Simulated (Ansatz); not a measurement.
SiHCl2OF (SMILES O[Si](F)(Cl)Cl): methods side by side

SiHCl2OF: 6 atoms, total charge 0, spin state singlet. As SMILES, `O[Si](F)(Cl)Cl`. The shape was relaxed beforehand at r2SCAN/def2-SVP. This is one conformer, not always the lowest.

```xyz
6

O    -0.5224    0.4639    1.1326
Si    0.2160    0.0155   -0.2509
F     1.6032   -0.7400    0.0508
Cl   -0.9298   -1.2819   -1.3368
Cl    0.6219    1.6982   -1.3074
H    -0.9467   -0.2199    1.6656
```

Quantity: the dissociation energy of the Cl4–Si2 bond into doublet Cl and doublet SiHClOF (shapes relaxed at r2SCAN/def2-SVP, no zero-point term), in eV. The values are calculated.

```json
{"level": "HF/def2-SVP", "kind": "Hartree–Fock", "program": "Ansatz", "value (eV)": "3.87", "less CCSD(T)/def2-SVP": "-0.86"}
{"level": "SVWN5/def2-SVP", "kind": "LDA", "program": "Ansatz", "value (eV)": "5.57", "less CCSD(T)/def2-SVP": "+0.84"}
{"level": "PBE/def2-SVP", "kind": "GGA", "program": "Ansatz", "value (eV)": "4.87", "less CCSD(T)/def2-SVP": "+0.14"}
{"level": "PBE0-D4/def2-SVP", "kind": "global hybrid", "program": "Ansatz", "value (eV)": "4.97", "less CCSD(T)/def2-SVP": "+0.24"}
{"level": "wB97M-V/def2-SVP", "kind": "range-separated hybrid", "program": "Ansatz", "value (eV)": "5.18", "less CCSD(T)/def2-SVP": "+0.45"}
{"level": "B2PLYP/def2-SVP", "kind": "double hybrid", "program": "Ansatz", "value (eV)": "4.79", "less CCSD(T)/def2-SVP": "+0.06"}
{"level": "MP2/def2-SVP", "kind": "perturbation theory", "program": "Ansatz", "value (eV)": "4.89", "less CCSD(T)/def2-SVP": "+0.16"}
{"level": "CCSD(T)/def2-SVP", "kind": "coupled cluster or CI", "program": "Ansatz", "value (eV)": "4.73", "less CCSD(T)/def2-SVP": "0.00"}
```

CCSD(T)/def2-SVP is the highest level here, not the true value. The values span 3.87 to 5.57 eV. Hartree–Fock misses the correlation of the electron pair that is broken and comes out low. Measured bond enthalpies also hold zero-point and thermal terms, a few tenths of an eV less.

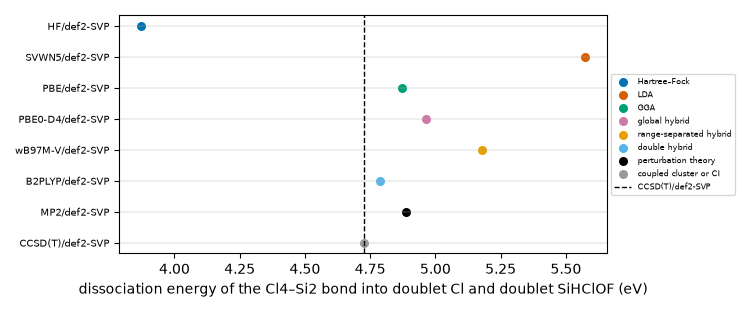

The values of the table, level by level.
